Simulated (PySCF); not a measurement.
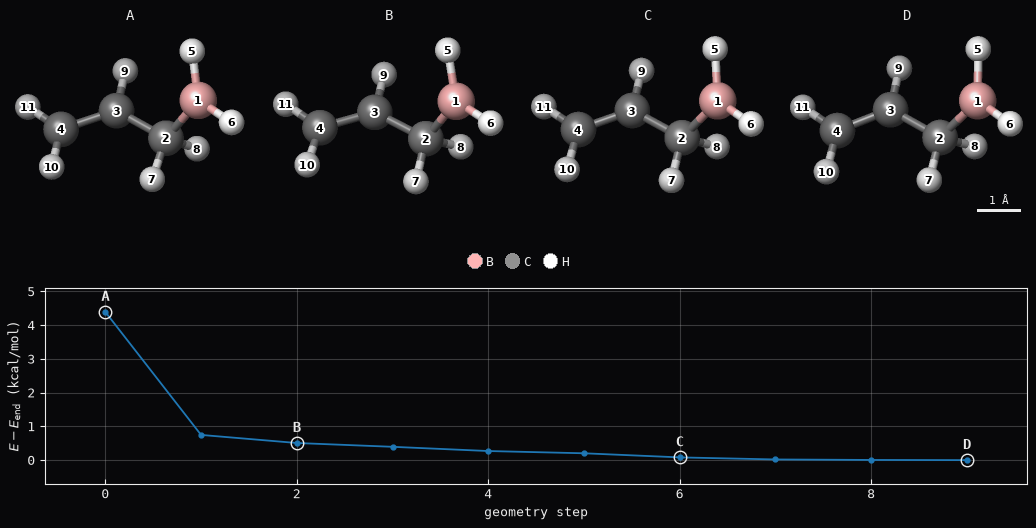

Frames of a relaxation of C₃H₇B, marked on the history of the run. The picture is a ball-and-stick view, seen at a tilt.

The start comes from GFN2-xTB. Its atoms were then displaced at random by about 0.01 Å.

Level of theory: PySCF, PBE0-D3(BJ)/def2-SVP geometry optimisation, gas phase. 

What happens along the run?

After 9 geometry steps the energy has fallen by 4.39 kcal/mol. The largest move after the best rigid fit is that of H5, 0.27 Å. By element the largest moves are H 0.27 Å, C 0.10 Å, B 0.06 Å. Among the contacts that change: B1–H5 1.159 → 1.211 Å, C4–H11 1.049 → 1.093 Å, C2–H8 1.082 → 1.122 Å, C4–H10 1.062 → 1.095 Å. Bond angles that change, for instance: B1–C2–H8 105.6° → 96.1°, C3–C2–H7 109.0° → 112.6°, B1–C2–C3 115.3° → 118.5°. The run took 41 s on 1 thread of Arm Neoverse N1, on a shared host. From step 0 to 2: H atoms move most (0.13 Å), energy −3.89 kcal/mol. From step 2 to 6: H5 moves most (0.23 Å), energy −0.43 kcal/mol. From step 6 to 9: H5 moves most (0.13 Å), energy −0.08 kcal/mol.

```tsv
step	E − E(0), kcal/mol
0	0.00
1	-3.65
2	-3.89
3	-4.00
4	-4.12
5	-4.19
6	-4.31
7	-4.37
8	-4.39
9	-4.39
```
